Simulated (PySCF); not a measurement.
# C$_{2}$H$_{11}$AlO$_{2}$Si (SMILES C[O+]([AlH3-])CO[SiH3]): what the fields show

The calculation's input:

```
{"job": {"kind": "nmr", "xc": "PBE0", "basis": "pcSseg-1", "pop": false}, "charge": 0, "multiplicity": 1}
C     -1.002200     0.419000     1.689200
O     -0.813100     0.290000     0.291200
Al    -1.626900    -0.741300    -1.053600
C      0.230400     1.068200    -0.238700
O      1.446900     0.732900     0.266800
Si     2.294400    -0.657800     0.020600
H     -1.797400    -0.277600     1.949200
H     -0.085400     0.164000     2.225100
H     -1.302500     1.441000     1.936300
H     -0.396000    -1.531000    -1.644800
H     -2.606600    -1.470100    -0.060200
H     -2.170600     0.452500    -1.937800
H      0.171700     0.900800    -1.325700
H      0.045900     2.131600    -0.020000
H      3.452600    -0.280800     0.817400
H      2.576900    -0.823100    -1.401500
H      1.575000    -1.806400     0.569000
```

Run with:

```sh
OMP_NUM_THREADS=1 python probes_run.py task.json out
```

Geometry: GFN2-xTB, NEB image 0 of 0 to 8.

Theory: PBE0/pcSseg-1, SCF density, gas phase, non-relativistic in PySCF 2.14.0.

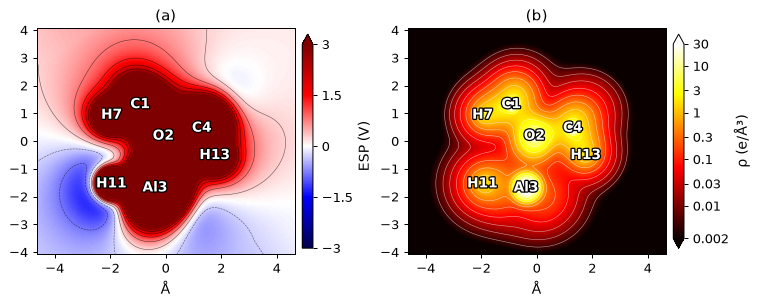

Figure 1. (a) molecular electrostatic potential; (b) electron density on the plane of atoms Al3, O2 and C4.

Q: Read the bonding off the picture.

A: The plane passes through C, O, Al and H nuclei. Al–O (1.88 Å): ρ is about 0.52 e/Å³ halfway. C–H (1.09 Å): ρ is about 2.1 e/Å³ halfway. C–O (1.41 Å): ρ is about 2.1 e/Å³ halfway, with its minimum of 1.8 e/Å³ about 0.5 Å from C. Al–H (1.57 Å): ρ at the midpoint is about 0.55 e/Å³. Outside the dense part of the molecule the potential is most negative (−1.2 V) near H11.

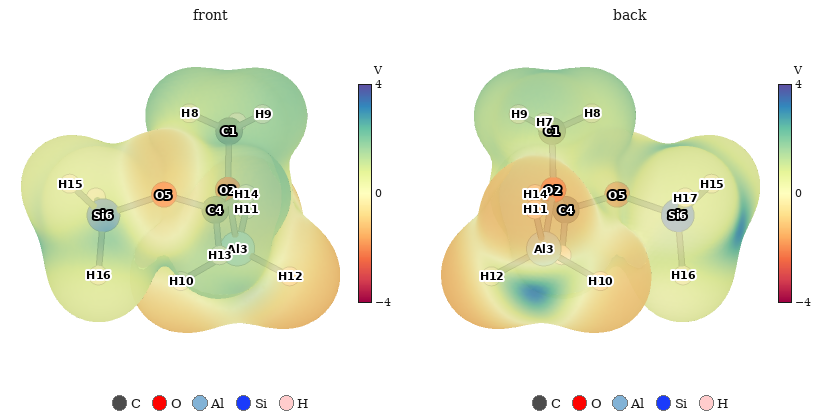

Figure 2. The molecular electrostatic potential painted on the density surface at 0.004 e/bohr³, seen from the front and from behind; the colour scale runs from red (negative) to blue (positive).

Q: Where is the surface potential most negative and most positive?

A: The most negative region (about −1.2 V) lies over H11 and H12, the most positive (about +2.9 V) over Al3 and Si6.

Q: How polar is the molecule by this calculation?

A: Its dipole moment is 3.97 D.
